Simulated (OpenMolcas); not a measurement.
**doublet C2H4BCl− at 6 levels**

We compute a comparison of 6 runs (UHF/STO-3G, UBHLYP/def2-SVPD, UBLYP/def2-SVPD, UPBE/def2-SVPD, UTPSS/def2-SVPD, ROMP2/def2-SVPD) of doublet C2H4BCl−. 

The calculation is run with OpenMolcas 26.06.

## Step 1: Starting point

C2H4BCl−: 8 atoms, total charge -1, spin state doublet. SMILES of the parent species: `C=CBCl`. The coordinates come from a PBE0-D4/def2-TZVP relaxation. That shape belongs to the parent species and isn't relaxed for this state.

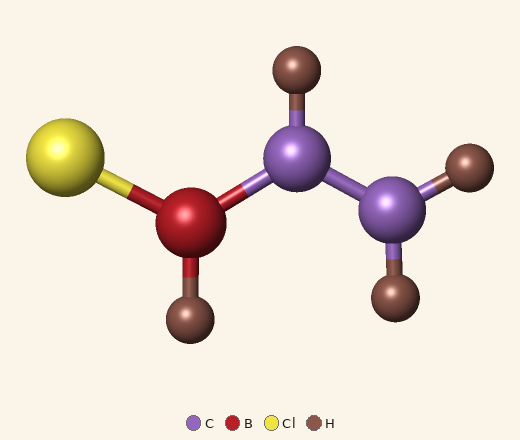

Viewed from a chosen angle; carbon purple, boron red, chlorine yellow, hydrogen brown.

## Step 2: A single-point energy at UHF/STO-3G (run 1)

The input, mol.xyz:

```xyz
8

C      0.357400     1.219900    -0.260000
C      0.353800     0.057700     0.401100
B     -0.528600    -1.094400    -0.086400
Cl    -0.555100    -2.627600     0.756600
H     -0.259700     1.360400    -1.142800
H      0.965100     2.067000     0.044900
H      0.984000    -0.048700     1.281300
H     -1.225000    -0.991500    -1.050400
```

The input, run.inp:

```
* C2H4BCl Hartree-Fock
&GATEWAY
BasLib=$CurrDir
Coord=mol.xyz
Basis=STO-3G
Group=NoSym
&SEWARD
&SCF
UHF
Charge=-1
Spin=2
Thresholds=1e-10 1e-07 1e-07 1e-05
PrOrbitals=1 2
```

The basis set STO-3G is read from a file made from the Basis Set Exchange's data (not shown).

On the command line:

```bash
$ export MOLCAS_MEM=1860
$ pymolcas run.inp > run.log
```

The log of the run:

```text
--- Start Module: gateway ---
[...]
--- Stop Module: gateway /rc=_RC_ALL_IS_WELL_ ---
--- Start Module: seward ---
[...]
      Basis functions           28
--- Stop Module: seward /rc=_RC_ALL_IS_WELL_ ---
--- Start Module: scf ---
[...]
       Convergence after  22 Iterations
[...]
::    Total SCF energy                               -555.9611982059
[...]
      Total spin, S                                     0.5965088955
[...]
      Total electronic charge=   39.000000
      Total            charge=   -1.000000
[...]
      Dipole Moment (debye):
      Origin of the operator (angstrom)=   -0.2193   -1.1647    0.3557
                   X=  5.8225E-01               Y= -1.2091E-01               Z=  8.2590E-01           Total=  1.0177E+00
      Center of Charge (angstrom)
[...]
--- Stop Module: scf /rc=_RC_ALL_IS_WELL_ ---
[...]
```

Wall time 1.2 s (1 thread of Intel Xeon 6975P-C (Granite Rapids), shared host); peak memory 0.37 GiB.

## Step 3: A single-point energy at UBHLYP/def2-SVPD (run 2)

The input, job.input:

```
&GATEWAY
 BASLIB=$CurrDir
 BASISSET
 C.def2-SVPD....
 C1 0.357400 1.219900 -0.260000 angstrom
 C2 0.353800 0.057700 0.401100 angstrom
 End of Basis
 BASISSET
 B.def2-SVPD....
 B3 -0.528600 -1.094400 -0.086400 angstrom
 End of Basis
 BASISSET
 Cl.def2-SVPD....
 Cl4 -0.555100 -2.627600 0.756600 angstrom
 End of Basis
 BASISSET
 H.def2-SVPD....
 H5 -0.259700 1.360400 -1.142800 angstrom
 H6 0.965100 2.067000 0.044900 angstrom
 H7 0.984000 -0.048700 1.281300 angstrom
 H8 -1.225000 -0.991500 -1.050400 angstrom
 End of Basis

&SEWARD
 GRIDINPUT
 Grid=UltraFine
 End of Grid

&SCF
 UHF
 CHARGE=-1
 SPIN=2
 KSDFT=HYB_GGA_XC_BHANDHLYP
 THRESHOLDS=1e-10 1e-07 1e-07 1e-05
 PRORBITALS=1 1
```

The basis set def2-SVPD is read from a file made from the Basis Set Exchange's data (not shown).

On the command line:

```bash
$ export MOLCAS_MEM=1860
$ pymolcas job.input > job.log
```

The log of the run:

```text
--- Start Module: gateway ---
[...]
--- Stop Module: gateway /rc=_RC_ALL_IS_WELL_ ---
--- Start Module: seward ---
[...]
      Basis functions          119
--- Stop Module: seward /rc=_RC_ALL_IS_WELL_ ---
[...]
--- Start Module: scf ---
[...]
       Convergence after  21 Iterations
[...]
::    Total KS-DFT energy                            -563.4124181457
[...]
      Total spin, S                                     0.5130129178
[...]
      Total electronic charge=   39.000000
      Total            charge=   -1.000000
[...]
      Dipole Moment (debye):
      Origin of the operator (angstrom)=   -0.2193   -1.1647    0.3557
                   X=  2.0706E-01               Y= -1.4240E+00               Z=  1.0839E+00           Total=  1.8016E+00
      Center of Charge (angstrom)
[...]
--- Stop Module: scf /rc=_RC_ALL_IS_WELL_ ---
[...]
```

It took 72 s on 1 thread of Intel Xeon 6975P-C (Granite Rapids), shared host; peak memory 0.75 GiB.

Runs 3 to 4 aren't shown in full; the table further down has their settings and results.

## Step 4: The energy at UTPSS/def2-SVPD (run 5)

The input, input.xyz:

```xyz
8

C      0.357400     1.219900    -0.260000
C      0.353800     0.057700     0.401100
B     -0.528600    -1.094400    -0.086400
Cl    -0.555100    -2.627600     0.756600
H     -0.259700     1.360400    -1.142800
H      0.965100     2.067000     0.044900
H      0.984000    -0.048700     1.281300
H     -1.225000    -0.991500    -1.050400
```

The input, run.inp:

```
&GATEWAY
  BasLib
  $CurrDir
  Coord
  input.xyz
  Basis
  def2-SVPD
  Group
  NoSym

&SEWARD
  GridInput
  Grid=UltraFine
  End of Grid

&SCF
  UHF
  Charge
  -1
  Spin
  2
  KSDFT
  2
  1.0 MGGA_X_TPSS
  1.0 MGGA_C_TPSS
  Thresholds
  1e-10 1e-07 1e-07 1e-05
  PrOrbitals
  1 1
```

The basis set def2-SVPD is read from a file made from the Basis Set Exchange's data (not shown).

On the command line:

```bash
$ export MOLCAS_MEM=1860
$ pymolcas run.inp > run.log
```

The log of the run:

```text
--- Start Module: gateway ---
[...]
--- Stop Module: gateway /rc=_RC_ALL_IS_WELL_ ---
--- Start Module: seward ---
[...]
      Basis functions          119
--- Stop Module: seward /rc=_RC_ALL_IS_WELL_ ---
[...]
--- Start Module: scf ---
[...]
       Convergence after  22 Iterations
[...]
::    Total KS-DFT energy                            -563.5266834417
[...]
      Total spin, S                                     0.5049140229
[...]
      Total electronic charge=   39.000000
      Total            charge=   -1.000000
[...]
      Dipole Moment (debye):
      Origin of the operator (angstrom)=   -0.2193   -1.1647    0.3557
                   X=  2.0275E-01               Y= -1.4227E+00               Z=  1.0776E+00           Total=  1.7962E+00
      Center of Charge (angstrom)
[...]
--- Stop Module: scf /rc=_RC_ALL_IS_WELL_ ---
[...]
```

Wall time 1.8 min (1 thread of Intel Xeon 6975P-C (Granite Rapids), shared host); peak memory 0.75 GiB.

## Step 5: A single-point energy at ROMP2/def2-SVPD (run 6)

The input, run.input:

```
&GATEWAY
  BasLib
  $CurrDir
  Coord
  8
  bohr
  C      0.67538812     2.30527690    -0.49132879
  C      0.66858510     0.10903720     0.75796915
  B     -0.99890923    -2.06811627    -0.16327234
  Cl    -1.04898697    -4.96544437     1.42976679
  H     -0.49076187     2.57078342    -2.15957902
  H      1.82377468     3.90606390     0.08484870
  H      1.85949051    -0.09202966     2.42130608
  H     -2.31491450    -1.87366345    -1.98496832
  Basis
  def2-SVPD
  Group
  NoSym

&SEWARD

&SCF
  UHF
  Charge
  -1
  Spin
  2
  Thresholds
  1e-10 1e-07 1e-07 1e-05
  PrOrbitals
  1 1

&RASSCF
  FileOrb
  $Project.UnaOrb
  Spin
  2
  Nactel
  1 0 0
  Inactive
  19
  Ras2
  1
  OutOrbitals
  Canonical
  OrbListing
  Nothing

&CASPT2
  IPEA
  0.0
  Frozen
  8
```

The basis set def2-SVPD is read from a file made from the Basis Set Exchange's data (not shown).

On the command line:

```bash
$ export MOLCAS_MEM=1860
$ pymolcas run.input > run.log
```

The log of the run:

```text
--- Start Module: gateway ---
[...]
--- Stop Module: gateway /rc=_RC_ALL_IS_WELL_ ---
[...]
      Basis functions          119
[...]
       Convergence after  23 Iterations
[...]
::    Total SCF energy                               -562.0369901617
[...]
      Total spin, S                                     0.5514823953
[...]
--- Start Module: rasscf ---
[...]
      Number of active orbitals                  1
[...]
      Spin quantum number                      0.5
[...]
      Active orbitals                            1
[...]
      Number of CSFs                             1
[...]
      Number of root(s) required                 1
[...]
      Convergence after 18 iterations
[...]
      printout of CI-coefficients larger than  0.05 for root  1
      energy=    -562.026320
      conf/sym  1     Coeff  Weight
             1  u   1.00000 1.00000
      Natural orbitals and occupation numbers for root  1
      sym 1:   1.000000
      ************************************************************************************************************************
      *                                                    Final results                                                     *
[...]
::    RASSCF root number  1 Total energy:   -562.02632047
[...]
      Total electronic charge=   39.000000
      Total            charge=   -1.000000
[...]
      Dipole Moment (debye):
      Origin of the operator (angstrom)=   -0.2193   -1.1647    0.3557
                   X=  2.3350E-01               Y= -1.5055E+00               Z=  1.1649E+00           Total=  1.9179E+00
      Center of Charge (angstrom)
[...]
--- Stop Module: rasscf /rc=_RC_ALL_IS_WELL_ ---
[...]
--- Start Module: caspt2 ---
[...]
 ###    WARNING: User changed nr of frozen orbitals.                         ###
 ###############################################################################
[...]
      E2 (Variational):          -0.5411329753
      Total energy:            -562.5674534454
[...]
      Reference weight:           0.81867
[...]
::    CASPT2 Root  1     Total energy:   -562.56745345
[...]
--- Stop Module: caspt2 /rc=_RC_ALL_IS_WELL_ ---
[...]
```

Wall time 39 s (1 thread of Intel Xeon 6975P-C (Granite Rapids), shared host); peak memory 0.75 GiB.

## Step 6: All runs side by side

```
run             level  integration grid  frozen core orbitals  energy (Eh)  HOMO energy (eV)  LUMO energy (eV)   ⟨S²⟩  wall time
  1        UHF/STO-3G                 –                     –  -555.961198              2.55             15.02  0.952      1.2 s
  2  UBHLYP/def2-SVPD         UltraFine                     –  -563.412418              0.96              4.81  0.776       72 s
  3   UBLYP/def2-SVPD         UltraFine                     –  -563.414295              2.74              3.67  0.755       81 s
  4    UPBE/def2-SVPD         UltraFine                     –  -563.139338              2.53              3.59  0.757       79 s
  5   UTPSS/def2-SVPD         UltraFine                     –  -563.526683              2.55              3.82  0.760    1.8 min
  6   ROMP2/def2-SVPD                 –                     8  -562.567453                 –                 –      –       39 s
```

## Step 7: Outcome

```
           quantity          value
run 6: total energy  -562.56745 Eh
```

**Reading.** Totals of different functionals can't be ranked against each other. In runs 1, 2, 3, 4, 5 the HOMO lies above zero, so the outermost electron may be held by the basis alone. In run 1 the basis is minimal, so the values are rough. Spin contamination of the reference: run 1 ⟨S²⟩ = 0.95. All runs together took 6.3 min, the longest 1.8 min.
